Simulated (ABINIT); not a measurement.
# Diamond (Fd-3m, 2 atoms a cell): G0W0 in ABINIT against the bands in the screening

Aim: move the bands in the screening of a G0W0 run on Diamond (Fd-3m, 2 atoms a cell) over a wide range.

Program: ABINIT 10.8.3. Level of theory: LDA and many-body steps on it, plane waves. Results are calculated unless marked as measured.

## 1. The starting structure

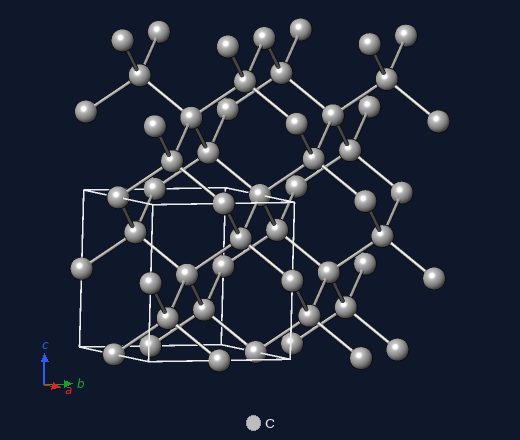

The cell as given, slightly off an axis (carbon light grey). 1×2×2 cells are drawn. This picture shows the conventional cell, with its axes. Some periodic images of atoms are drawn too.

The cell and positions come from the Crystallography Open Database and are kept as given unless a step says otherwise.

## 2. Screening, 6×6×6 mesh, 12 bands, screening to 130.6 eV

This step: ABINIT 10.8.3; RPA screening on LDA, plane waves, norm-conserving pseudopotentials.

The RPA dielectric matrix is built and inverted for each q.

Input file run.abi:

```
acell 3*1.0 Angstrom
rprim 
  -0.000000000000 1.783370000000 1.783370000000
  1.783370000000 -0.000000000000 1.783370000000
  1.783370000000 1.783370000000 0.000000000000
ntypat 1
znucl 6
natom 2
typat 1 1
xred 
  -0.000000000000 0.000000000000 0.000000000000
  0.250000000000 0.250000000000 0.250000000000
pp_dirpath "pseudos"
pseudos "C.upf"
ecut 37
ngkpt 6 6 6
nshiftk 1
shiftk 0 0 0
kptopt 1
chksymbreak 0
istwfk *1
occopt 1
irdwfk 1
optdriver 3
nband 12
ecuteps 4.8
inclvkb 2
awtr 1
symchi 1
indata_prefix "in"
outdata_prefix "out"
tmpdata_prefix "tmp"
```

Run with:

```sh
> OMP_NUM_THREADS=1 mpirun -n 4 abinit run.abi > log
```

The program printed:

```text
.Version 10.8.3 of ABINIT. v10.8.2 released Aug 2026.

 Symmetries : space group Fd -3 m (#227); Bravais cF (face-center cubic)
[... echo of the input left out ...]
== DATASET  1 ==================================================================
-   mpi_nproc: 4, omp_nthreads: 1 (-1 if OMP is not activated)

--- !DatasetInfo
iteration_state: {dtset: 1, }
dimensions: {natom: 2, nkpt: 16, mband: 12, nsppol: 1, nspinor: 1, nspden: 1, mpw: 869, }
cutoff_energies: {ecut:  37.0, pawecutdg:  -1.0, }
electrons: {nelect:   8.00000000E+00, charge:   0.00000000E+00, occopt:   1.00000000E+00, tsmear:   1.00000000E-02, }

 SCREENING: Calculation of the susceptibility and dielectric matrices

 Based on a program developped by R.W. Godby, V. Olevano, G. Onida, and L. Reining.
 Incorporated in ABINIT by V. Olevano, G.-M. Rignanese, and M. Torrent.
.Using double precision arithmetic ; gwpc =  8

[... cell and pseudopotentials left out ...]
--------------------------------------------------------------------------------

 ==== K-mesh for the wavefunctions ====
 Number of points in the irreducible wedge :    16
[... list of points left out ...]
 Together with 48 symmetry operations and time-reversal symmetry
 yields   216 points in the full Brillouin Zone.

 ==== Q-mesh for the screening function ====
 Number of points in the irreducible wedge :    16
[... list of points left out ...]
 Together with 48 symmetry operations and time-reversal symmetry
 yields   216 points in the full Brillouin Zone.

 setmesh: FFT mesh size selected  =    20x   20x   20
          total number of points  =         8000

 vcoul_init : cutoff-mode = AUXILIARY_FUNCTION
 q-points for optical limit:   1
     1)      0.000010    0.000020    0.000030

- screening: taking advantage of time-reversal symmetry
- Maximum band index for partially occupied states nbvw = 4
- Remaining bands to be divided among processors   nbcw = 8
- Number of bands treated by each node ~2

 Number of electrons calculated from density =    8.0000; Expected =    8.0000
 average of density, n =  0.104505
 r_s =    1.3170
 omega_plasma =   31.1835 [eV]

 calculating chi0 at frequencies [eV] :
  1    0.000000E+00    0.000000E+00
  2    0.000000E+00    3.118352E+01

--------------------------------------------------------------------------------
  q-point number  1        q = ( 0.000000, 0.000000, 0.000000) [r.l.u.]
--------------------------------------------------------------------------------
[... chi0 elements left out ...]
 For q-point:  0.000010 0.000020 0.000030
  dielectric constant =   5.8209
  dielectric constant without local fields =   6.1880

  Average fulfillment of the sum rule on Im[epsilon] for q-point    1 :     19.90  [%]
[... wings left out ...]
  q-point number  2        q = ( 0.166667, 0.000000, 0.000000) [r.l.u.]
--------------------------------------------------------------------------------
[... chi0 elements left out ...]
  Average fulfillment of the sum rule on Im[epsilon] for q-point    2 :     75.95  [%]

 [... 14 further q-points ...]
```

Run time: 3.7 s. Hardware: 4 MPI ranks of Arm Neoverse N1, shared host; peak memory 0.31 GiB.

Numbers from this step:

| Item | Value |
| --- | --- |
| ε∞ with local fields, on this mesh, along the program's q direction | 5.821 |
| the same without local fields | 6.188 |
| plasma frequency | 31.18 eV |
| plane waves in the screening matrix | 51 |

Local fields lower ε∞ by 6 %. On a Γ-centred mesh this coarse the value itself is usually too large, while a short band sum pulls it down.

## 3. 12 bands

The self-energy is evaluated for the states that the input lists, and the levels follow from it, in one-shot runs by the linearised quasiparticle equation.

This step: G0W0 on LDA, plane waves, norm-conserving pseudopotentials.

Edit run.abi of step 2 so:

```diff
@@ -23,8 +23,17 @@
 irdwfk 1
-optdriver 3
-nband 12
+optdriver 4
+nband 22
+gwcalctyp 0
+ecutsigx 37
+symsigma 1
+nkptgw 2
+kptgw 
+  0.0000000000 0.0000000000 0.0000000000
+  0.3333333333 0.3333333333 0.0000000000
+bdgw 
+  2 7
+  3 6
 ecuteps 4.8
-inclvkb 2
-awtr 1
-symchi 1
+irdscr 1
+ppmodel 1
 indata_prefix "in"
```

The program printed:

```text
.Version 10.8.3 of ABINIT. v10.8.2 released Aug 2026.

 Symmetries : space group Fd -3 m (#227); Bravais cF (face-center cubic)
[... echo of the input left out ...]
== DATASET  1 ==================================================================
-   mpi_nproc: 4, omp_nthreads: 1 (-1 if OMP is not activated)

--- !DatasetInfo
iteration_state: {dtset: 1, }
dimensions: {natom: 2, nkpt: 16, mband: 22, nsppol: 1, nspinor: 1, nspden: 1, mpw: 869, }
cutoff_energies: {ecut:  37.0, pawecutdg:  -1.0, }
electrons: {nelect:   8.00000000E+00, charge:   0.00000000E+00, occopt:   1.00000000E+00, tsmear:   1.00000000E-02, }

 SIGMA: Calculation of the GW corrections

 Based on a program developped by R.W. Godby, V. Olevano, G. Onida, and L. Reining.
 Incorporated in ABINIT by V. Olevano, G.-M. Rignanese, and M. Torrent.
.Using double precision arithmetic ; gwpc =  8

[... cell and pseudopotentials left out ...]
--------------------------------------------------------------------------------

 ==== K-mesh for the wavefunctions ====
 Number of points in the irreducible wedge :    16
[... list of points left out ...]
 Together with 48 symmetry operations and time-reversal symmetry
 yields   216 points in the full Brillouin Zone.

 ==== Q-mesh for screening function ====
 Number of points in the irreducible wedge :    16
[... list of points left out ...]
 Together with 48 symmetry operations and time-reversal symmetry
 yields   216 points in the full Brillouin Zone.

 vcoul_init : cutoff-mode = AUXILIARY_FUNCTION
 q-points for optical limit:   1
     1)      0.000010    0.000020    0.000030
 setmesh: FFT mesh size selected  =    32x   32x   32
          total number of points  =        32768

 Number of electrons calculated from density =    8.0000; Expected =    8.0000
 average of density, n =  0.104505
 r_s =    1.3170
 omega_plasma =   31.1835 [eV]

 === KS Band Gaps ===
  >>>> For spin  1
   Minimum direct gap =   5.5609 [eV], located at k-point      :   0.0000  0.0000  0.0000
   Fundamental gap    =   4.1619 [eV], Top of valence bands at :   0.0000  0.0000  0.0000
                                       Bottom of conduction at :   0.3333  0.3333  0.0000
 SIGMA fundamental parameters:
 PLASMON POLE MODEL  1
 number of plane-waves for SigmaX                  869
 number of plane-waves for SigmaC and W             51
 number of plane-waves for wavefunctions           869
 number of bands                                    22
 number of independent spin polarizations            1
 number of spinorial components                      1
 number of k-points in IBZ                          16
 number of q-points in IBZ                          16
 number of symmetry operations                      48
 number of k-points in BZ                          216
 number of q-points in BZ                          216
 number of frequencies for dSigma/dE                 9
 frequency step for dSigma/dE [eV]                0.25
 number of omega for Sigma on real axis              0
 max omega for Sigma on real axis  [eV]           0.00
 zcut for avoiding poles [eV]                     0.10

 EPSILON^-1 parameters (SCR file):
 dimension of the eps^-1 matrix on file             51
 dimension of the eps^-1 matrix used                51
 number of plane-waves for wavefunctions           869
 number of bands                                    12
 number of q-points in IBZ                          16
 number of frequencies                               2
 number of real frequencies                          1
 number of imag frequencies                          1

 matrix elements of self-energy operator (all in [eV])

 Perturbative Calculation

--- !SelfEnergy_ee
iteration_state: {dtset: 1, }
kpoint     : [   0.000,    0.000,    0.000, ]
spin       : 1
KS_gap     :    5.561
QP_gap     :    7.395
Delta_QP_KS:    1.834
data: !SigmaeeData |
     Band     E0 <VxcDFT>   SigX SigC(E0)      Z dSigC/dE  Sig(E)    E-E0       E
        2  10.035 -16.825 -19.311   2.340   0.833  -0.201 -16.947  -0.122   9.913
        3  10.035 -16.825 -19.311   2.340   0.833  -0.201 -16.947  -0.122   9.913
        4  10.035 -16.825 -19.311   2.340   0.833  -0.201 -16.947  -0.122   9.913
        5  15.596 -15.621  -9.487  -4.081   0.834  -0.199 -13.908   1.712  17.309
        6  15.596 -15.621  -9.487  -4.081   0.834  -0.199 -13.908   1.712  17.309
        7  15.596 -15.621  -9.487  -4.081   0.834  -0.199 -13.908   1.712  17.309

--- !SelfEnergy_ee
iteration_state: {dtset: 1, }
kpoint     : [   0.333,    0.333,    0.000, ]
spin       : 1
KS_gap     :    9.488
QP_gap     :   11.320
Delta_QP_KS:    1.831
data: !SigmaeeData |
     Band     E0 <VxcDFT>   SigX SigC(E0)      Z dSigC/dE  Sig(E)    E-E0       E
        3   4.709 -15.944 -20.324   3.764   0.817  -0.224 -16.447  -0.503   4.206
        4   4.709 -15.944 -20.324   3.764   0.817  -0.224 -16.447  -0.503   4.206
        5  14.197 -14.412  -8.811  -4.026   0.843  -0.186 -13.084   1.328  15.526
        6  17.756 -13.422  -7.015  -4.712   0.843  -0.186 -11.993   1.430  19.186

== END DATASET(S) ==============================================================
================================================================================

 -outvars: echo values of variables after computation  --------
           etotal      0.0000000000E+00
            nband          22
             nkpt          16
          spgroup         227
 [... the other variables as echoed above ...]

 Calculation completed.
```

The job ended after 2.7 s (4 MPI ranks; peak memory 0.12 GiB).

This step gave:

| Item | Value |
| --- | --- |
| G0W0 gap on the points computed | 5.613 eV |
| starting gap on the mesh | 4.162 eV |
| k of the valence top | 0, 0, 0 |
| k of the conduction bottom | 0.3333, 0.3333, 0 |
| Z at the valence top | 0.833 |
| Z at the conduction bottom | 0.843 |
| least direct G0W0 gap on the computed points | 7.396 eV |

The gap on the mesh goes from 4.16 eV to 5.61 eV, a correction of +1.45 eV.

## 4. Screening, 6×6×6 mesh, 22 bands, screening to 130.6 eV

This step: RPA screening on LDA, plane waves, norm-conserving pseudopotentials.

Edit run.abi of step 3 so:

```diff
@@ -23,17 +23,8 @@
 irdwfk 1
-optdriver 4
+optdriver 3
 nband 22
-gwcalctyp 0
-ecutsigx 37
-symsigma 1
-nkptgw 2
-kptgw 
-  0.0000000000 0.0000000000 0.0000000000
-  0.3333333333 0.3333333333 0.0000000000
-bdgw 
-  2 7
-  3 6
 ecuteps 4.8
-irdscr 1
-ppmodel 1
+inclvkb 2
+awtr 1
+symchi 1
 indata_prefix "in"
```

The program printed:

```text
.Version 10.8.3 of ABINIT. v10.8.2 released Aug 2026.

 Symmetries : space group Fd -3 m (#227); Bravais cF (face-center cubic)
[... echo of the input left out ...]
== DATASET  1 ==================================================================
-   mpi_nproc: 4, omp_nthreads: 1 (-1 if OMP is not activated)

--- !DatasetInfo
iteration_state: {dtset: 1, }
dimensions: {natom: 2, nkpt: 16, mband: 22, nsppol: 1, nspinor: 1, nspden: 1, mpw: 869, }
cutoff_energies: {ecut:  37.0, pawecutdg:  -1.0, }
electrons: {nelect:   8.00000000E+00, charge:   0.00000000E+00, occopt:   1.00000000E+00, tsmear:   1.00000000E-02, }

 SCREENING: Calculation of the susceptibility and dielectric matrices

 Based on a program developped by R.W. Godby, V. Olevano, G. Onida, and L. Reining.
 Incorporated in ABINIT by V. Olevano, G.-M. Rignanese, and M. Torrent.
.Using double precision arithmetic ; gwpc =  8

[... cell and pseudopotentials left out ...]
--------------------------------------------------------------------------------

 ==== K-mesh for the wavefunctions ====
 Number of points in the irreducible wedge :    16
[... list of points left out ...]
 Together with 48 symmetry operations and time-reversal symmetry
 yields   216 points in the full Brillouin Zone.

 ==== Q-mesh for the screening function ====
 Number of points in the irreducible wedge :    16
[... list of points left out ...]
 Together with 48 symmetry operations and time-reversal symmetry
 yields   216 points in the full Brillouin Zone.

 setmesh: FFT mesh size selected  =    20x   20x   20
          total number of points  =         8000

 vcoul_init : cutoff-mode = AUXILIARY_FUNCTION
 q-points for optical limit:   1
     1)      0.000010    0.000020    0.000030

- screening: taking advantage of time-reversal symmetry
- Maximum band index for partially occupied states nbvw = 4
- Remaining bands to be divided among processors   nbcw = 18
- Number of bands treated by each node ~4

 Number of electrons calculated from density =    8.0000; Expected =    8.0000
 average of density, n =  0.104505
 r_s =    1.3170
 omega_plasma =   31.1835 [eV]

 calculating chi0 at frequencies [eV] :
  1    0.000000E+00    0.000000E+00
  2    0.000000E+00    3.118352E+01

--------------------------------------------------------------------------------
  q-point number  1        q = ( 0.000000, 0.000000, 0.000000) [r.l.u.]
--------------------------------------------------------------------------------
[... chi0 elements left out ...]
 For q-point:  0.000010 0.000020 0.000030
  dielectric constant =   5.8400
  dielectric constant without local fields =   6.2193

  Average fulfillment of the sum rule on Im[epsilon] for q-point    1 :     50.40  [%]
[... wings left out ...]
  q-point number  2        q = ( 0.166667, 0.000000, 0.000000) [r.l.u.]
--------------------------------------------------------------------------------
[... chi0 elements left out ...]
  Average fulfillment of the sum rule on Im[epsilon] for q-point    2 :     87.19  [%]

 [... 14 further q-points ...]
```

Elapsed: 6.5 s, on 4 MPI ranks; peak memory 0.34 GiB; 26 s of CPU time.

This step gave:

```yaml
eps_infinity_with_local_fields_on_this_mesh_along_the_program_s_q_direction: 5.84
the_same_without_local_fields: 6.219
plasma_frequency: 31.18 eV
plane_waves_in_the_screening_matrix: 51
```

## 5. 22 bands

This step: G0W0 on LDA, plane waves, norm-conserving pseudopotentials.

Edit run.abi of step 4 so:

```diff
@@ -23,8 +23,17 @@
 irdwfk 1
-optdriver 3
+optdriver 4
 nband 22
+gwcalctyp 0
+ecutsigx 37
+symsigma 1
+nkptgw 2
+kptgw 
+  0.0000000000 0.0000000000 0.0000000000
+  0.3333333333 0.3333333333 0.0000000000
+bdgw 
+  2 7
+  3 6
 ecuteps 4.8
-inclvkb 2
-awtr 1
-symchi 1
+irdscr 1
+ppmodel 1
 indata_prefix "in"
```

The program printed:

```text
.Version 10.8.3 of ABINIT. v10.8.2 released Aug 2026.

 Symmetries : space group Fd -3 m (#227); Bravais cF (face-center cubic)
[... echo of the input left out ...]
== DATASET  1 ==================================================================
-   mpi_nproc: 4, omp_nthreads: 1 (-1 if OMP is not activated)

--- !DatasetInfo
iteration_state: {dtset: 1, }
dimensions: {natom: 2, nkpt: 16, mband: 22, nsppol: 1, nspinor: 1, nspden: 1, mpw: 869, }
cutoff_energies: {ecut:  37.0, pawecutdg:  -1.0, }
electrons: {nelect:   8.00000000E+00, charge:   0.00000000E+00, occopt:   1.00000000E+00, tsmear:   1.00000000E-02, }

 SIGMA: Calculation of the GW corrections

 Based on a program developped by R.W. Godby, V. Olevano, G. Onida, and L. Reining.
 Incorporated in ABINIT by V. Olevano, G.-M. Rignanese, and M. Torrent.
.Using double precision arithmetic ; gwpc =  8

[... cell and pseudopotentials left out ...]
--------------------------------------------------------------------------------

 ==== K-mesh for the wavefunctions ====
 Number of points in the irreducible wedge :    16
[... list of points left out ...]
 Together with 48 symmetry operations and time-reversal symmetry
 yields   216 points in the full Brillouin Zone.

 ==== Q-mesh for screening function ====
 Number of points in the irreducible wedge :    16
[... list of points left out ...]
 Together with 48 symmetry operations and time-reversal symmetry
 yields   216 points in the full Brillouin Zone.

 vcoul_init : cutoff-mode = AUXILIARY_FUNCTION
 q-points for optical limit:   1
     1)      0.000010    0.000020    0.000030
 setmesh: FFT mesh size selected  =    32x   32x   32
          total number of points  =        32768

 Number of electrons calculated from density =    8.0000; Expected =    8.0000
[...]
number of omega for Sigma on real axis              0
 max omega for Sigma on real axis  [eV]           0.00
 zcut for avoiding poles [eV]                     0.10

 EPSILON^-1 parameters (SCR file):
 dimension of the eps^-1 matrix on file             51
 dimension of the eps^-1 matrix used                51
 number of plane-waves for wavefunctions           869
 number of bands                                    22
 number of q-points in IBZ                          16
 number of frequencies                               2
 number of real frequencies                          1
 number of imag frequencies                          1

 matrix elements of self-energy operator (all in [eV])

 Perturbative Calculation

--- !SelfEnergy_ee
iteration_state: {dtset: 1, }
kpoint     : [   0.000,    0.000,    0.000, ]
spin       : 1
KS_gap     :    5.561
QP_gap     :    7.332
Delta_QP_KS:    1.772
data: !SigmaeeData |
     Band     E0 <VxcDFT>   SigX SigC(E0)      Z dSigC/dE  Sig(E)    E-E0       E
        2  10.035 -16.825 -19.311   2.258   0.833  -0.200 -17.015  -0.190   9.845
        3  10.035 -16.825 -19.311   2.258   0.833  -0.200 -17.015  -0.190   9.845
        4  10.035 -16.825 -19.311   2.258   0.833  -0.200 -17.015  -0.190   9.845
[...]
--- !SelfEnergy_ee
iteration_state: {dtset: 1, }
kpoint     : [   0.333,    0.333,    0.000, ]
spin       : 1
KS_gap     :    9.488
QP_gap     :   11.255
Delta_QP_KS:    1.766
data: !SigmaeeData |
     Band     E0 <VxcDFT>   SigX SigC(E0)      Z dSigC/dE  Sig(E)    E-E0       E
[...]
5  14.197 -14.412  -8.811  -4.203   0.843  -0.186 -13.233   1.179  15.376
        6  17.756 -13.422  -7.015  -4.925   0.844  -0.185 -12.172   1.251  19.007

== END DATASET(S) ==============================================================
================================================================================

 -outvars: echo values of variables after computation  --------
           etotal      0.0000000000E+00
            nband          22
             nkpt          16
          spgroup         227
 [... the other variables as echoed above ...]

 Calculation completed.
```

It took 2.7 s on 4 MPI ranks; peak memory 0.12 GiB.

Numbers from this step:

* G0W0 gap on the points computed: 5.531 eV
* starting gap on the mesh: 4.162 eV
* k of the valence top: 0, 0, 0
* k of the conduction bottom: 0.3333, 0.3333, 0
* Z at the valence top: 0.833
* Z at the conduction bottom: 0.843
* least direct G0W0 gap on the computed points: 7.332 eV

Against the run before, the gap moves by −0.082 eV.

(Part 1 of 2 ends here.)

[Paths, hosts, dates, memory and timing lines, banners, echoed tables and standing remarks are left out of the program output.]

[Logs are printed without paths, hosts, clocks, repeated set-up lines and the standing remarks that a program may print on its own settings, such as how far it seeks lower states.]

[Runs of the session that timed out or met a known fault of the program may be left out.]

[Hosts, paths, dates, database ids (printed as entryN), source tags and the programs' standing remarks are cut or masked in the printed files.]

[G0W0 gaps are taken among the corrected bands and points alone; a level outside them can change the order at an edge.]

[Where Ansatz stands beside ABINIT at settings called matched, ABINIT's density can come from a denser mesh and the files from another edition; pairs whose starting gaps differed by over 0.03 eV were left out, so agreement reads better than it is.]
